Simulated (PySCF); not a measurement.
**TPSS/def2-TZVPPD run of [HO2]− (SMILES [O-]O)**

Aim: the vertical ionisation energy of [HO2]− at TPSS/def2-TZVPPD, from 2 runs. Input form: a Python script.

The calculation is run with PySCF 2.14.0.

1 further run of the same task is left out (set aside as unsound or not needed).

### Step 1. The system as given

The species is [HO2]− (3 atoms), meant as a singlet with charge -1. SMILES: `[O-]O`. The shape is that of a PBE0-D4/def2-TZVPD optimisation.

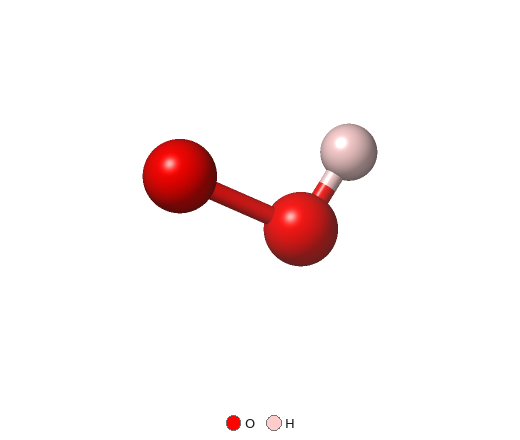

The structure, seen from a chosen angle (oxygen red, hydrogen pink).

### Step 2. The energy at TPSS/def2-TZVPPD

Input file calc.py:

```python
from pyscf import gto, dft

system = gto.M(
    atom='''
O     -0.676068     1.938084    -0.152747
O     -0.457805    -0.842591    -0.341568
H      1.133892    -1.095512     0.494296
''',
    unit='bohr',
    max_memory=1860,
    charge=-1,
    verbose=3,
    basis='def2-tzvppd',
)

mf = dft.RKS(system)
mf.xc = 'tpss'
mf.grids.level = 5
mf.conv_tol = 1e-10
mf.kernel()
if not mf.converged:
    mf = mf.newton().run(mf.mo_coeff, mf.mo_occ)

e_final = mf.e_tot
print(f'total energy: {e_final:.8f} hartree')
```

Run with:

```bash
$ OMP_NUM_THREADS=1 python calc.py
```

What it wrote:

```text
converged SCF energy = -151.028390748953
total energy: -151.02839075 hartree
```

Wall time 29 s (1 thread of Arm Neoverse N1, shared host); peak memory 0.53 GiB.

### Step 3. Doublet neutral HO2 at the same level

Input file job.py:

```python
from pyscf import gto, dft

mol = gto.M(
    atom='O -0.357760 1.025590 -0.080830; O -0.242260 -0.445880 -0.180750; H 0.600030 -0.579720 0.261570',
    verbose=3,
    basis='def2-tzvppd',
    max_memory=1860,
    charge=0,
    spin=1,
)

mf = dft.UKS(mol, xc='tpss')
mf.conv_tol = 1e-10
mf.grids.level = 5
mf.kernel()
if not mf.converged:
    mf = mf.newton().run(mf.mo_coeff, mf.mo_occ)

e_final = mf.e_tot
print(f'total energy: {e_final:.8f} hartree')
```

Run with:

```bash
$ OMP_NUM_THREADS=1 python job.py
```

What it wrote:

```text
WARN: HOMO -0.299453654707792 >= LUMO -0.299453654707795

converged SCF energy = -150.989401657666  <S^2> = 0.75369819  2S+1 = 2.0036948
total energy: -150.98940166 hartree
```

It took 54 s on 1 thread of Arm Neoverse N1, shared host; peak memory 0.55 GiB.

### Step 4. Summary of results

Level: TPSS/def2-TZVPPD.

| quantity | value |
| --- | --- |
| singlet [HO2]−: total energy | -151.02839 Eh |
| singlet [HO2]−: HOMO energy | 2.85 eV |
| singlet [HO2]−: LUMO energy | 4.45 eV |
| singlet [HO2]−: HOMO–LUMO gap (to an unbound level, set by the basis) | 1.60 eV |
| doublet neutral HO2: total energy | -150.98940 Eh |
| doublet neutral HO2: dipole moment | 2.02 D |
| doublet neutral HO2: HOMO energy (highest over α and β) | -7.09 eV |
| doublet neutral HO2: LUMO energy (lowest over α and β) | -5.24 eV |
| doublet neutral HO2: ⟨S²⟩ | 0.754 |
| vertical detachment energy (to the doublet neutral) | 1.061 eV |

What this shows: The vertical ionisation energy comes to 1.06 eV (102 kJ/mol). The negative HOMO energy of the first species, -2.85 eV, lies 3.91 eV below that difference. The HOMO (singlet [HO2]−) lies at positive energy, 2.85 eV, as semi-local functionals often give for anions; only total energies tell whether the electron is bound. Mulliken charges (doublet neutral HO2) run from -0.14 on O1 to +0.25 on H3; in a basis this large or diffuse they mean little.
